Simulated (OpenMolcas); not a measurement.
Property calculation, with input and output: SiHClOF (charge +1) (part 2 of 2)

The same run, continued: SiHClOF, charge +1; HF/pc-1, RHF, C-PCM solvent ethanol (OpenMolcas 26.06). The geometry is that of the parent species in another charge or spin state. The geometry comes from this level: GFN2-xTB.

Geometry of the input (Å):
```
O  -1.4643  0.8704  0.2908
Si -0.1364  0.1619  0.1074
F  1.0135  0.2343  1.2204
Cl -0.0305  -1.8253  -0.5019
H  0.6176  0.5587  -1.1166
```

Log, continued
```
      Charge (e):
                      =    1.0000
      Dipole Moment (debye):
      Origin of the operator (angstrom)=   -0.0851   -0.4079    0.1229
                   X=  6.7229E+00               Y=  4.0156E+00               Z= -8.0828E+00           Total=  1.1254E+01
      Center of Charge (angstrom)
                     X=    1.31451147               Y=    0.42810200               Z=   -1.55986087
      Quadrupole Moment (debye*angstrom):
      Origin of the operator (angstrom)=   -0.0851   -0.4079    0.1229
                  XX= -3.9575E+01              XY=  9.3795E+00              XZ= -6.0896E+00              YY= -3.2917E+01
                  YZ= -8.9032E+00              ZZ= -2.7444E+01
      In traceless form (debye*angstrom)
                  XX= -9.3947E+00              XY=  1.4069E+01              XZ= -9.1343E+00              YY=  5.9231E-01
                  YZ= -1.3355E+01              ZZ=  8.8024E+00
--

--- Stop Module: scf /rc=_RC_ALL_IS_WELL_ ---
--- Module scf spent 5 seconds ---

--- Start Module: localisation ---

                                           &LOCALISATION

                       available to each process: 1.9 GB of memory, 1 thread

 Header from vector file:

* SCF orbitals

 Pipek-Mezey localisation
 Convergence threshold:   1.0000E-06 (functional)
 Convergence threshold:   1.0000E-02 (gradient)
 Screening threshold  :   1.0000E-10 (orbital rotations)
 Frozen orbitals      :      0
 Orbitals to localise :     24

 CPU  time for localisation procedure:      0.00 seconds

++    Molecular orbitals:
      -------------------

      Title: Final localised MO's

      Molecular orbitals for symmetry species 1: a

      Basis set list:
        1 O1     1s                 15 SI2    1s                 29 SI2    *d1-               43 F3     *d1-               57 CL4    2pz
        2 O1     2s                 16 SI2    2s                 30 SI2    *d0                44 F3     *d0                58 CL4    3pz
        3 O1     *s                 17 SI2    3s                 31 SI2    *d1+               45 F3     *d1+               59 CL4    *pz
        4 O1     2px                18 SI2    *s                 32 SI2    *d2+               46 F3     *d2+               60 CL4    *d2-
        5 O1     *px                19 SI2    2px                33 F3     1s                 47 CL4    1s                 61 CL4    *d1-
        6 O1     2py                20 SI2    3px                34 F3     2s                 48 CL4    2s                 62 CL4    *d0
        7 O1     *py                21 SI2    *px                35 F3     *s                 49 CL4    3s                 63 CL4    *d1+
        8 O1     2pz                22 SI2    2py                36 F3     2px                50 CL4    *s                 64 CL4    *d2+
        9 O1     *pz                23 SI2    3py                37 F3     *px                51 CL4    2px                65 H5     1s
       10 O1     *d2-               24 SI2    *py                38 F3     2py                52 CL4    3px                66 H5     *s
       11 O1     *d1-               25 SI2    2pz                39 F3     *py                53 CL4    *px                67 H5     *px
       12 O1     *d0                26 SI2    3pz                40 F3     2pz                54 CL4    2py                68 H5     *py
       13 O1     *d1+               27 SI2    *pz                41 F3     *pz                55 CL4    3py                69 H5     *pz
       14 O1     *d2+               28 SI2    *d2-               42 F3     *d2-               56 CL4    *py

  Index Energy  Occupation Coefficients ...

    1    0.0000    2.0000         47 CL4    1s     ( 1.018),

    2    0.0000    2.0000         15 SI2    1s     ( 1.031),

    3    0.0000    2.0000         33 F3     1s     (-0.994),

    4    0.0000    2.0000          1 O1     1s     ( 0.902),

    5    0.0000    2.0000         48 CL4    2s     (-0.985),

    6    0.0000    2.0000         51 CL4    2px    ( 0.430),    54 CL4    2py    (-0.442),    57 CL4    2pz    (-0.782),

    7    0.0000    2.0000         54 CL4    2py    (-0.846),

    8    0.0000    2.0000         51 CL4    2px    ( 0.871),    57 CL4    2pz    ( 0.499),

    9    0.0000    2.0000         16 SI2    2s     ( 0.982),

   10    0.0000    2.0000         19 SI2    2px    ( 0.427),    22 SI2    2py    ( 0.437),    25 SI2    2pz    (-0.768),

   11    0.0000    2.0000         19 SI2    2px    ( 0.874),    25 SI2    2pz    ( 0.475),

   12    0.0000    2.0000         22 SI2    2py    ( 0.889),

   13    0.0000    2.0000         34 F3     2s     ( 0.431),    35 F3     *s     ( 0.577),

   14    0.0000    2.0000          1 O1     1s     (-0.474),     2 O1     2s     ( 0.384),     3 O1     *s     ( 0.556),

   15    0.0000    2.0000         49 CL4    3s     (-0.457),    50 CL4    *s     (-0.579),

   16    0.0000    2.0000         36 F3     2px    ( 0.374),    37 F3     *px    ( 0.232),    40 F3     2pz    ( 0.410),    41 F3     *pz    ( 0.264),

   17    0.0000    2.0000         38 F3     2py    (-0.607),    39 F3     *py    (-0.425),

   18    0.0000    2.0000         36 F3     2px    (-0.445),    37 F3     *px    (-0.309),    38 F3     2py    (-0.277),    40 F3     2pz    ( 0.403),
                                  41 F3     *pz    ( 0.287),

   19    0.0000    2.0000         55 CL4    3py    ( 0.516),    56 CL4    *py    ( 0.325),

   20    0.0000    2.0000          4 O1     2px    (-0.418),     5 O1     *px    (-0.249),    17 SI2    3s     (-0.289),

   21    0.0000    2.0000         52 CL4    3px    ( 0.330),    58 CL4    3pz    (-0.558),    59 CL4    *pz    (-0.401),

   22    0.0000    2.0000         52 CL4    3px    (-0.578),    53 CL4    *px    (-0.410),    58 CL4    3pz    (-0.328),

   23    0.0000    2.0000          4 O1     2px    (-0.266),     5 O1     *px    (-0.207),     6 O1     2py    (-0.390),     7 O1     *py    (-0.304),
                                   8 O1     2pz    (-0.370),     9 O1     *pz    (-0.287),

   24    0.0000    2.0000          6 O1     2py    (-0.387),     7 O1     *py    (-0.292),     8 O1     2pz    ( 0.405),     9 O1     *pz    ( 0.322),

   25   -0.0560    0.0000         17 SI2    3s     ( 0.213),    18 SI2    *s     ( 0.275),    20 SI2    3px    ( 0.205),    26 SI2    3pz    (-0.274),
                                  55 CL4    3py    (-0.241),    56 CL4    *py    (-0.260),    66 H5     *s     ( 0.400),

   26    0.1746    0.0000         18 SI2    *s     (-1.033),    27 SI2    *pz    (-0.604),

   27    0.2043    0.0000         24 SI2    *py    ( 0.705),    27 SI2    *pz    ( 1.085),    50 CL4    *s     ( 0.594),

   28    0.2257    0.0000          3 O1     *s     (-0.681),    21 SI2    *px    (-1.084),    24 SI2    *py    ( 0.995),    50 CL4    *s     ( 0.607),

   29    0.2343    0.0000         18 SI2    *s     (-1.551),    66 H5     *s     ( 2.281),

   30    0.3796    0.0000         18 SI2    *s     (-0.966),    23 SI2    3py    (-1.050),    24 SI2    *py    ( 0.866),    66 H5     *s     ( 0.542),

   31    0.4338    0.0000         18 SI2    *s     (-2.966),    27 SI2    *pz    ( 1.705),    66 H5     *s     ( 1.493),

   32    0.5143    0.0000         17 SI2    3s     ( 0.926),    18 SI2    *s     (-1.328),    20 SI2    3px    ( 0.717),    21 SI2    *px    (-0.748),
                                  26 SI2    3pz    ( 0.798),

   33    0.5568    0.0000         17 SI2    3s     ( 0.959),    18 SI2    *s     (-1.473),

   34    0.6108    0.0000         18 SI2    *s     ( 0.730),    55 CL4    3py    (-0.754),    56 CL4    *py    ( 0.986),    66 H5     *s     (-0.879),

   35    0.6813    0.0000         29 SI2    *d1-   ( 0.431),    56 CL4    *py    ( 0.367),    58 CL4    3pz    ( 0.723),    59 CL4    *pz    (-0.692),

   36    0.7041    0.0000         52 CL4    3px    (-1.044),    53 CL4    *px    ( 1.142),

   37    0.7173    0.0000         58 CL4    3pz    (-0.755),    59 CL4    *pz    ( 0.916),

   38    0.7387    0.0000         18 SI2    *s     (-0.731),    30 SI2    *d0    (-0.548),    55 CL4    3py    (-0.489),    56 CL4    *py    ( 0.500),
                                  65 H5     1s     (-0.448),    66 H5     *s     ( 0.820),

   39    0.7653    0.0000         17 SI2    3s     ( 0.513),    18 SI2    *s     (-0.703),    28 SI2    *d2-   (-0.439),    31 SI2    *d1+   ( 0.446),
                                  65 H5     1s     (-0.507),    66 H5     *s     ( 0.758),

   40    0.9043    0.0000          5 O1     *px    (-0.851),    17 SI2    3s     ( 1.290),    18 SI2    *s     (-0.799),    20 SI2    3px    (-0.670),
                                  50 CL4    *s     ( 0.788),

   41    0.9328    0.0000         62 CL4    *d0    (-0.652),    63 CL4    *d1+   ( 0.503),    64 CL4    *d2+   ( 0.384),

   42    0.9344    0.0000         62 CL4    *d0    ( 0.419),    63 CL4    *d1+   ( 0.749),

   43    0.9746    0.0000          3 O1     *s     ( 0.605),     5 O1     *px    ( 1.113),    18 SI2    *s     (-1.005),    20 SI2    3px    ( 1.125),
                                  50 CL4    *s     ( 0.701),    66 H5     *s     ( 0.614),

   44    1.0395    0.0000          5 O1     *px    ( 0.507),    28 SI2    *d2-   ( 0.445),    53 CL4    *px    ( 0.323),    60 CL4    *d2-   ( 0.631),
                                  63 CL4    *d1+   ( 0.338),

   45    1.0602    0.0000         18 SI2    *s     (-1.011),    49 CL4    3s     (-1.178),    50 CL4    *s     ( 1.571),

   46    1.0704    0.0000         20 SI2    3px    ( 0.383),    29 SI2    *d1-   ( 0.367),    32 SI2    *d2+   ( 0.376),    49 CL4    3s     ( 0.568),
                                  50 CL4    *s     (-0.686),    56 CL4    *py    (-0.381),    61 CL4    *d1-   ( 0.513),

   47    1.1955    0.0000          7 O1     *py    (-0.477),     8 O1     2pz    (-0.422),     9 O1     *pz    ( 0.651),    27 SI2    *pz    (-0.447),
                                  31 SI2    *d1+   ( 0.678),    50 CL4    *s     ( 0.527),    65 H5     1s     ( 0.804),    66 H5     *s     (-0.839),

   48    1.2009    0.0000          6 O1     2py    (-0.605),     7 O1     *py    ( 0.812),    31 SI2    *d1+   ( 0.412),    41 F3     *pz    ( 0.498),
                                  65 H5     1s     ( 0.509),

   49    1.2330    0.0000          8 O1     2pz    ( 0.682),     9 O1     *pz    (-0.957),    18 SI2    *s     (-0.916),    27 SI2    *pz    ( 0.624),
                                  49 CL4    3s     (-0.598),    50 CL4    *s     ( 0.975),

   50    1.3964    0.0000         18 SI2    *s     (-0.812),    20 SI2    3px    ( 0.522),    36 F3     2px    (-0.566),    37 F3     *px    ( 0.881),
                                  49 CL4    3s     (-0.515),    50 CL4    *s     ( 0.751),    66 H5     *s     ( 0.468),

   51    1.4091    0.0000         37 F3     *px    ( 0.552),    38 F3     2py    ( 0.700),    39 F3     *py    (-0.976),

   52    1.4422    0.0000          9 O1     *pz    (-0.418),    21 SI2    *px    (-0.405),    24 SI2    *py    (-0.367),    27 SI2    *pz    ( 0.601),
                                  36 F3     2px    (-0.440),    37 F3     *px    ( 0.564),    39 F3     *py    ( 0.359),    40 F3     2pz    ( 0.476),
                                  41 F3     *pz    (-0.714),    49 CL4    3s     ( 0.403),    50 CL4    *s     (-0.629),    65 H5     1s     ( 0.422),

   53    1.4633    0.0000          3 O1     *s     ( 0.447),     4 O1     2px    ( 0.586),    18 SI2    *s     (-0.737),    27 SI2    *pz    ( 0.520),
                                  28 SI2    *d2-   ( 0.515),    30 SI2    *d0    ( 0.476),    40 F3     2pz    ( 0.541),    41 F3     *pz    (-0.688),
                                  50 CL4    *s     ( 0.633),    66 H5     *s     ( 0.377),

   54    1.5472    0.0000         18 SI2    *s     (-1.520),    49 CL4    3s     (-1.395),    50 CL4    *s     ( 2.488),

   55    2.0164    0.0000          2 O1     2s     (-1.611),     3 O1     *s     ( 2.453),

   56    2.3048    0.0000          2 O1     2s     ( 0.472),     3 O1     *s     (-0.734),    18 SI2    *s     ( 0.835),    34 F3     2s     ( 0.572),
                                  35 F3     *s     (-0.734),    67 H5     *px    ( 0.658),    69 H5     *pz    ( 0.538),

   57    2.3486    0.0000          3 O1     *s     ( 0.553),    68 H5     *py    ( 0.941),

   58    2.5073    0.0000         18 SI2    *s     (-1.083),    34 F3     2s     (-1.184),    35 F3     *s     ( 1.646),

   59    2.5446    0.0000         11 O1     *d1-   ( 0.491),    12 O1     *d0    (-0.626),    18 SI2    *s     (-0.673),    34 F3     2s     (-0.507),
                                  35 F3     *s     ( 0.700),

   60    2.5597    0.0000         11 O1     *d1-   ( 0.626),    12 O1     *d0    ( 0.527),    18 SI2    *s     (-0.621),    34 F3     2s     (-0.470),
                                  35 F3     *s     ( 0.675),

   61    2.6880    0.0000         10 O1     *d2-   ( 0.372),    13 O1     *d1+   ( 0.270),    14 O1     *d2+   ( 0.482),    35 F3     *s     ( 0.263),
                                  42 F3     *d2-   ( 0.363),    44 F3     *d0    ( 0.441),    67 H5     *px    ( 0.321),    69 H5     *pz    (-0.264),

   62    2.7124    0.0000         13 O1     *d1+   ( 0.493),    42 F3     *d2-   ( 0.300),    45 F3     *d1+   ( 0.308),    46 F3     *d2+   (-0.593),

   63    2.7445    0.0000         14 O1     *d2+   ( 0.406),    42 F3     *d2-   (-0.435),    43 F3     *d1-   ( 0.646),    69 H5     *pz    ( 0.333),

   64    2.7633    0.0000         13 O1     *d1+   (-0.387),    14 O1     *d2+   ( 0.449),    17 SI2    3s     (-0.247),    23 SI2    3py    (-0.287),
                                  26 SI2    3pz    ( 0.301),    43 F3     *d1-   (-0.420),    66 H5     *s     ( 0.237),    67 H5     *px    (-0.454),
                                  69 H5     *pz    ( 0.471),

   65    2.8082    0.0000         10 O1     *d2-   (-0.258),    30 SI2    *d0    (-0.290),    31 SI2    *d1+   ( 0.304),    42 F3     *d2-   ( 0.505),
                                  46 F3     *d2+   ( 0.492),    67 H5     *px    (-0.343),    69 H5     *pz    ( 0.513),

   66    2.9216    0.0000         13 O1     *d1+   (-0.351),    31 SI2    *d1+   (-0.310),    42 F3     *d2-   ( 0.512),    43 F3     *d1-   ( 0.546),
                                  44 F3     *d0    (-0.358),    69 H5     *pz    (-0.438),

   67    2.9721    0.0000         13 O1     *d1+   (-0.357),    44 F3     *d0    ( 0.707),    46 F3     *d2+   (-0.412),

   68    3.3323    0.0000          3 O1     *s     (-1.959),     5 O1     *px    (-1.042),    17 SI2    3s     ( 1.100),    20 SI2    3px    (-1.078),

   69    3.5206    0.0000         20 SI2    3px    ( 1.200),    34 F3     2s     ( 0.917),    35 F3     *s     (-1.636),    45 F3     *d1+   (-0.886),

--

--- Stop Module: localisation /rc=_RC_ALL_IS_WELL_ ---

.##################.
.# Happy landing! #.
.##################.

    Timing: Wall=6.95 User=5.92 System=1.02
```

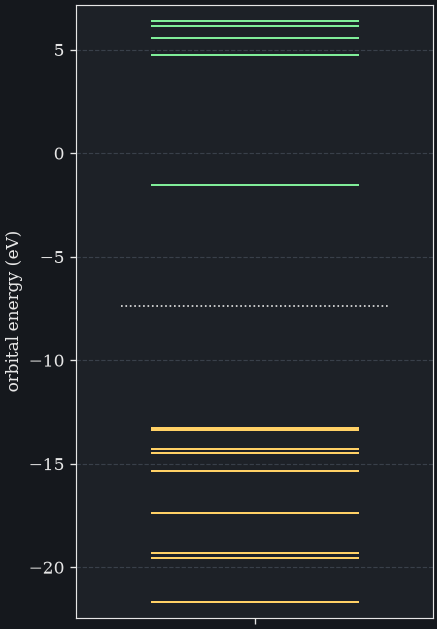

Figure 1. Orbital energies near the frontier; the dotted line parts filled from empty levels, and levels within 0.02 eV of each other stand side by side. Highest filled −13.26 eV, lowest empty −1.52 eV, 11.74 eV apart.
